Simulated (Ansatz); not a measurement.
# UBCCD(T)/STO-3G run of BSiH4 (SMILES B[SiH2])

Aim: the energy change on altering one bond length of BSiH4 at UBCCD(T)/STO-3G, from 2 runs. 

The calculation is run with Ansatz 0.2.0.

43 further runs of the same task are left out: 43 set aside as unsound or not needed.

## (1) The structure to begin with

BSiH4 has 6 atoms, charge 0, and is taken as a doublet. SMILES: `B[SiH2]`. The coordinates come from a GFN2-xTB relaxation.

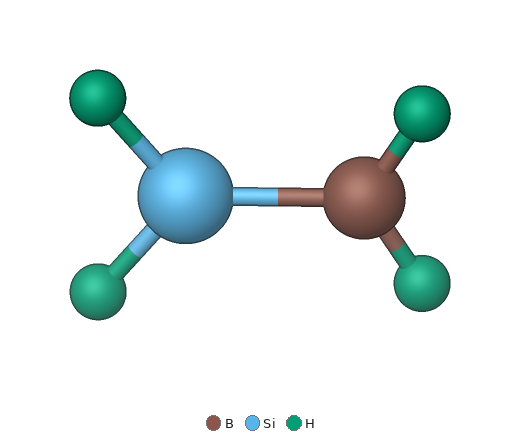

The structure, seen from a chosen angle (boron brown, silicon blue, hydrogen teal).

## (2) A single-point energy at UBCCD(T)/STO-3G

File molecule.yaml:

```yaml
crystal:
  periodic: [false, false, false]
  atoms:
    - {symbol: B, position_ang: [-0.003690, -1.037180, 0.114670]}
    - {symbol: Si, position_ang: [0.004430, 0.829590, -0.091960]}
    - {symbol: H, position_ang: [-0.730970, -1.564260, 0.876300]}
    - {symbol: H, position_ang: [0.717450, -1.725110, -0.512520]}
    - {symbol: H, position_ang: [0.828120, 1.658960, -0.988060]}
    - {symbol: H, position_ang: [-0.815330, 1.838000, 0.601560]}
basis:
  gaussian:
    orbitals: STO-3G
total_charge: 0
magnetization:
  spin_polarized: true
  initial_magnetization: 1
correlation:
  method: bccd_t
  frozen_orbitals: {B: 1, H: 0, Si: 5}
accuracy: high
scf:
  omitted_lower_state_checks: [cluster_reference, increment]
```

Launch:

```sh
ansatz run molecule.yaml --threads 1 --pin off --max-ram 2610MiB --events-out events.jsonl --progress --plain --runs-dir runs
```

What it wrote:

```text
Warning: RAYON_NUM_THREADS=1 ignored (pool sized by the plan → 1); use --threads N
Functional definition: HF
  name "HF"
  exchange = exact_x
  correlation = 0
these checks for a lower state are left out or cut short: cluster_reference, increment
310 factors; integrals over basis functions are off by at most 2.6e-8 eV
mean field evaluation 1: about -8494.9293 eV, gradient 8.3e0 eV
mean field evaluation 2: about -8494.9360 eV, gradient 8.3e0 eV
mean field evaluation 4: about -8495.7031 eV, gradient 9.5e-1 eV
mean field evaluation 8: about -8495.7518 eV, gradient 1.0e-2 eV
mean field -8495.75177094 eV, -312.2131189545 hartree, gradient 3.0e-8 eV, S^2 0.759245; 0 other end points of the search recorded, 0 dependent functions left out
6 core orbitals not correlated: weight in the atoms' cores, before any rotation towards them, 0.999 or more for the frozen orbitals, at most 0.000 for the correlated occupied ones
reference -8495.75177094 eV, -312.2131189545 hartree; 6, 5 occupied and 6, 7 virtual orbitals, 310 factors
second order -1.88947479 eV of doubles, -0.00000000 eV of singles
cycle   1  -2.42835418 eV  change   -5.4e-1 eV  update   6.4e-2
cycle   2  -2.72058310 eV  change   -2.9e-1 eV  update   2.9e-2
cycle   3  -2.73647497 eV  change   -1.6e-2 eV  update   1.1e-2
cycle   4  -2.73366685 eV  change    2.8e-3 eV  update   3.9e-3
cycle   5  -2.73243643 eV  change    1.2e-3 eV  update   1.2e-3
cycle   6  -2.73169634 eV  change    7.4e-4 eV  update   4.5e-4
cycle   7  -2.73165737 eV  change    3.9e-5 eV  update   1.5e-4
cycle   8  -2.73167163 eV  change   -1.4e-5 eV  update   6.0e-5
cycle   9  -2.73162009 eV  change    5.2e-5 eV  update   1.7e-5
cycle  10  -2.73162906 eV  change   -9.0e-6 eV  update   4.9e-6
cycle  11  -2.73162895 eV  change    1.0e-7 eV  update   2.0e-6
cycle  12  -2.73162973 eV  change   -7.8e-7 eV  update   7.2e-7
cycle  13  -2.73162899 eV  change    7.5e-7 eV  update   2.1e-7
cycle  14  -2.73162883 eV  change    1.6e-7 eV  update   6.4e-8
cycle  15  -2.73162886 eV  change   -2.6e-8 eV  update   3.1e-8
cycle  16  -2.73162886 eV  change   -6.7e-9 eV  update   1.9e-8
cycle  17  -2.73162876 eV  change    1.0e-7 eV  update   6.1e-8
cycle  18  -2.73162873 eV  change    3.0e-8 eV  update   2.2e-8
cycle  19  -2.73162873 eV  change    3.8e-9 eV  update   6.9e-9
cycle  20  -2.73162873 eV  change   -1.0e-9 eV  update   3.0e-9
cycle  21  -2.73162873 eV  change   1.6e-11 eV  update   1.4e-9
cycle  22  -2.73162873 eV  change  -6.2e-11 eV  update  6.0e-10
perturbative correction -0.03175196 eV, -0.0011668630 hartree
Total energy: -8498.51515163 eV, -312.3146713218 hartree
Checks for a lower state left out: cluster_reference, increment
```

Run time: 0.51 s. Hardware: 1 thread of Intel Xeon Platinum 8259CL at 2.50GHz (Skylake/Cascade Lake), shared host.

## (3) The distorted shape

File job.yaml:

```yaml
crystal:
  periodic: [false, false, false]
  atoms:
    - symbol: B
      position_ang: [0.178101, -0.905431, -0.075707]
    - symbol: Si
      position_ang: [0.186221, 0.961339, -0.282337]
    - symbol: H
      position_ang: [-0.730970, -1.564260, 0.876300]
    - symbol: H
      position_ang: [0.899241, -1.593361, -0.702897]
    - symbol: H
      position_ang: [1.009911, 1.790709, -1.178437]
    - symbol: H
      position_ang: [-0.633539, 1.969749, 0.411183]
basis:
  gaussian:
    orbitals: STO-3G
magnetization:
  spin_polarized: true
  initial_magnetization: 1
correlation:
  method: bccd_t
  frozen_orbitals: {B: 1, H: 0, Si: 5}
accuracy: high
scf:
  omitted_lower_state_checks: [cluster_reference, increment]
```

Launch:

```sh
ansatz run job.yaml --threads 1 --pin off --max-ram 2610MiB --events-out events.jsonl --progress --plain --runs-dir runs
```

What it wrote:

```text
Warning: RAYON_NUM_THREADS=1 ignored (pool sized by the plan → 1); use --threads N
[... 4 set-up lines as earlier in the session ...]
these checks for a lower state are left out or cut short: cluster_reference, increment
309 factors; integrals over basis functions are off by at most 2.6e-8 eV
mean field evaluation 1: about -8493.6037 eV, gradient 8.8e0 eV
mean field evaluation 2: about -8493.6051 eV, gradient 8.7e0 eV
mean field evaluation 4: about -8494.5305 eV, gradient 9.6e-1 eV
mean field evaluation 8: about -8494.5743 eV, gradient 1.1e-2 eV
mean field -8494.57429057 eV, -312.1698473491 hartree, gradient 2.7e-8 eV, S^2 0.760003; 0 other end points of the search recorded, 0 dependent functions left out
6 core orbitals not correlated: weight in the atoms' cores, before any rotation towards them, 0.999 or more for the frozen orbitals, at most 0.000 for the correlated occupied ones
reference -8494.57429057 eV, -312.1698473491 hartree; 6, 5 occupied and 6, 7 virtual orbitals, 309 factors
second order -2.08555115 eV of doubles, -0.00000000 eV of singles
cycle   1  -2.68825653 eV  change   -6.0e-1 eV  update   7.0e-2
cycle   2  -3.02920440 eV  change   -3.4e-1 eV  update   3.2e-2
cycle   3  -3.05108379 eV  change   -2.2e-2 eV  update   1.1e-2
cycle   4  -3.04754651 eV  change    3.5e-3 eV  update   4.6e-3
cycle   5  -3.04639206 eV  change    1.2e-3 eV  update   1.5e-3
cycle   6  -3.04548098 eV  change    9.1e-4 eV  update   5.3e-4
cycle   7  -3.04532043 eV  change    1.6e-4 eV  update   2.1e-4
cycle   8  -3.04538858 eV  change   -6.8e-5 eV  update   8.1e-5
cycle   9  -3.04532535 eV  change    6.3e-5 eV  update   2.3e-5
cycle  10  -3.04533061 eV  change   -5.3e-6 eV  update   8.0e-6
cycle  11  -3.04533077 eV  change   -1.6e-7 eV  update   3.2e-6
cycle  12  -3.04533348 eV  change   -2.7e-6 eV  update   1.2e-6
cycle  13  -3.04533268 eV  change    8.0e-7 eV  update   3.7e-7
cycle  14  -3.04533238 eV  change    3.0e-7 eV  update   1.5e-7
cycle  15  -3.04533234 eV  change    4.3e-8 eV  update   7.0e-8
cycle  16  -3.04533239 eV  change   -5.0e-8 eV  update   3.8e-8
cycle  17  -3.04533241 eV  change   -2.4e-8 eV  update   2.4e-8
cycle  18  -3.04533221 eV  change    2.1e-7 eV  update   7.1e-8
cycle  19  -3.04533217 eV  change    3.6e-8 eV  update   2.7e-8
cycle  20  -3.04533217 eV  change   -2.8e-9 eV  update   8.2e-9
cycle  21  -3.04533218 eV  change   -4.3e-9 eV  update   3.3e-9
cycle  22  -3.04533218 eV  change   -1.2e-9 eV  update   1.4e-9
cycle  23  -3.04533218 eV  change  -4.5e-10 eV  update  6.6e-10
perturbative correction -0.03773119 eV, -0.0013865958 hartree
Total energy: -8497.65735394 eV, -312.2831478383 hartree
Checks for a lower state left out: cluster_reference, increment
```

Wall time 0.79 s (1 thread of Intel Xeon Platinum 8259CL at 2.50GHz (Skylake/Cascade Lake), shared host).

## (4) Outcome

At UBCCD(T)/STO-3G, 6 core orbitals frozen:

```
                                                         quantity          value
                                        first shape: total energy  -312.31467 Eh
         first shape: correlation energy (6 core orbitals frozen)     -101.6 mEh
                                      first shape: (T) correction      -1.17 mEh
                   first shape: ⟨S²⟩ of the reference determinant          0.759
                                    distorted shape: total energy  -312.28315 Eh
     distorted shape: correlation energy (6 core orbitals frozen)     -113.3 mEh
                                  distorted shape: (T) correction      -1.39 mEh
               distorted shape: ⟨S²⟩ of the reference determinant          0.760
energy change with the B1–H3 bond stretched from 1.178 to 1.472 Å       0.858 eV
```

In words: With the B1–H3 bond stretched from 1.178 to 1.472 Å the energy rises by 0.86 eV (82.8 kJ/mol). The first shape isn't relaxed at this level, so the change isn't measured from a minimum. The minimal basis adds a large error of its own. The triples (first shape) make up 1.1 % of the correlation energy. The triples (distorted shape) make up 1.2 % of the correlation energy.
